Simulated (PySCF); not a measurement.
C₃H₁₀OSeSi, SMILES O([Si](C)(C)[SeH])C, GFN2-xTB optimised geometry. Atoms within 1.6 Å of the plane z = 1.5 Å (x, y, z in Å): O2 (-0.63, 1.31, 0.28), Si3 (0.94, 1.01, 0.00), C5 (1.84, 1.79, 1.47), Se6 (1.17, -1.31, 0.00), H8 (-2.60, 0.89, 0.38), H13 (1.59, 2.84, 1.55), H14 (2.92, 1.71, 1.34), H15 (1.57, 1.31, 2.40), H16 (2.60, -1.31, 0.00).

Calculation: B3LYP/def2-TZVP in PySCF. Cells within 0.4 Å of a nucleus heavier than hydrogen are left out (blank, or x).

Map of the log10 of the electron density (e/bohr³), floored at −4 on the plane z = 1.5 Å:

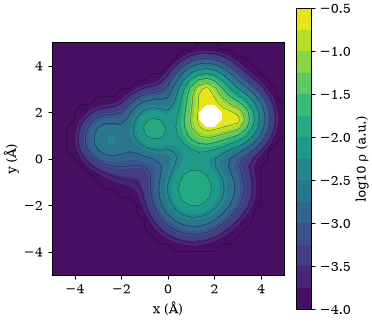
Fig. 1. Log10 of the electron density (e/bohr³), floored at −4 on the plane z = 1.5 Å.
